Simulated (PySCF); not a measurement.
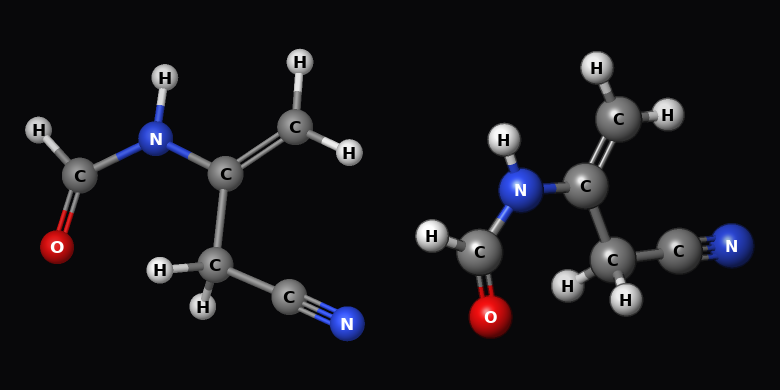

Both panels show the same species.

Computed geometry: GFN2-xTB optimisation. No frequency run is at hand to confirm it as a minimum.

Describe the molecule.

Formula C₅H₆N₂O. Its SMILES string is `C=C(CC#N)NC=O`. It has no ring. Among its groups: amide, nitrile, alkene. The point group is Cs. Coordination: 3 C trigonal planar; 1 C tetrahedral; 1 C linear; 1 N trigonal planar.

More results for the same structure follow; atom numbers are the same in all pictures, views and colours differ.

Geometry

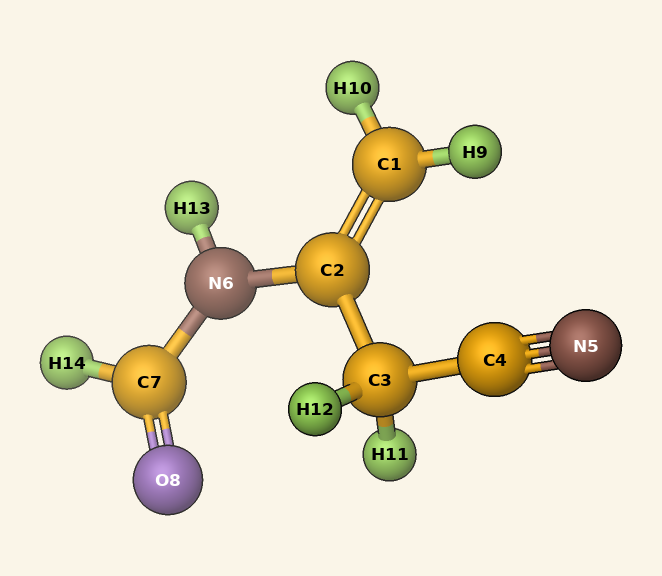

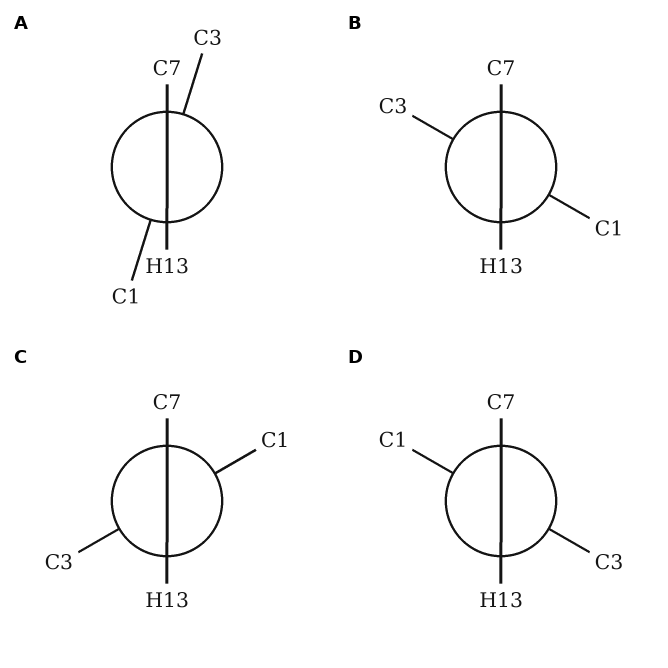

Distant atoms are faded towards the background colour. Bonds that would overlap in a projection are set slightly apart. No frequency run is at hand to confirm it as a minimum.

Which Newman projection shows the view along N6–C2, with N6 in front?

Answer. A. The torsion angle C7–N6–C2–C3 is 0°, synperiplanar (eclipsed).

Spin–spin coupling

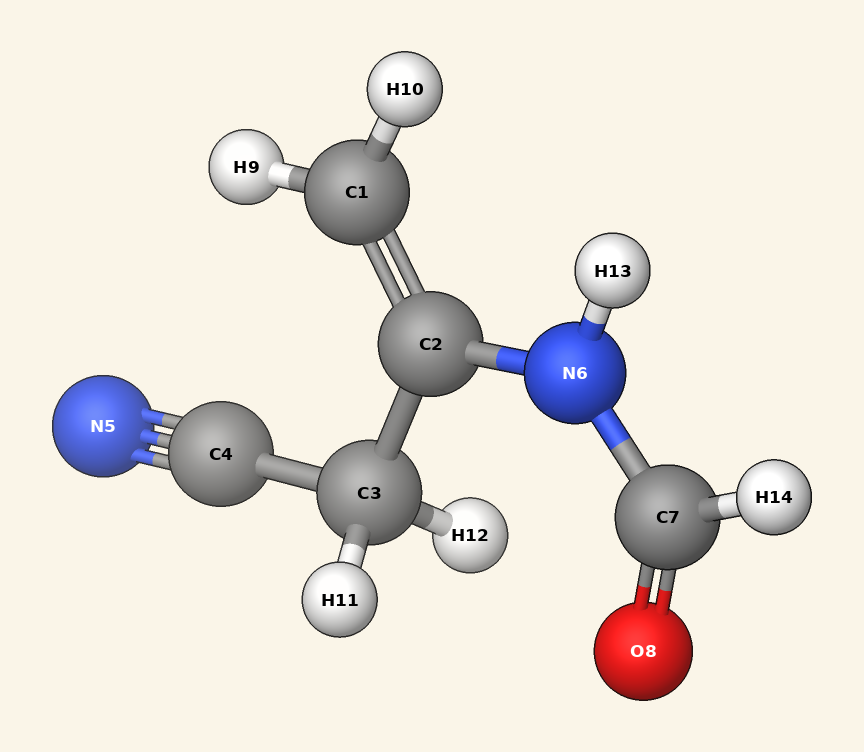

No frequency run is at hand to confirm it as a minimum. Properties computed with B3LYP/pcJ-1 indirect spin-spin coupling, non-relativistic, gas phase (PySCF 2.14.0). Isotopes: 13C, 1H, 15N, 17O.

Give the spin–spin coupling constants of these pairs, with the number of bonds between them: N6/H13, N6/O8, C2/N5, C4/N6.

| pair | bonds apart | J (Hz) |
| --- | --- | --- |
| N6, H13 | 1 | −93.3 |
| N6, O8 | 2 | −1.6 |
| C2, N5 | 3 | −0.7 |
| C4, N6 | 3 | −1.5 |

Electronic properties

No frequency run is at hand to confirm it as a minimum. Properties computed with B3LYP/pcJ-1, gas phase (PySCF 2.14.0).

Predict the main results.

- dipole moment: 5.25 D
- HOMO energy (Kohn–Sham orbital): −7.06 eV
- LUMO energy (Kohn–Sham orbital): −0.99 eV
- HOMO–LUMO gap: 6.07 eV

Quadrupole coupling

No frequency run is at hand to confirm it as a minimum. Electric field gradients from the ground-state density, B3LYP/pcJ-1 (PySCF 2.14.0), non-relativistic apart from any core potentials.

Give the largest field-gradient component, the quadrupole coupling constant and the asymmetry for 14N at N5 (Q = 20.44 mb), 14N at N6 (Q = 20.44 mb), 17O at O8 (Q = −25.6 mb), 2H at H9 (Q = 2.86 mb), 2H at H10 (Q = 2.86 mb), 2H at H11 (Q = 2.86 mb), 2H at H13 (Q = 2.86 mb).

| atom | V_zz (a.u.) | e²qQ/h (MHz) | η |
| --- | --- | --- | --- |
| N5 | −0.978 | −4.70 | 0.07 |
| N6 | −0.854 | −4.10 | 0.10 |
| O8 | −1.636 | 9.84 | 0.11 |
| H9 | 0.324 | 0.218 | 0.10 |
| H10 | 0.328 | 0.220 | 0.10 |
| H11 | 0.278 | 0.187 | 0.07 |
| H13 | 0.379 | 0.255 | 0.22 |
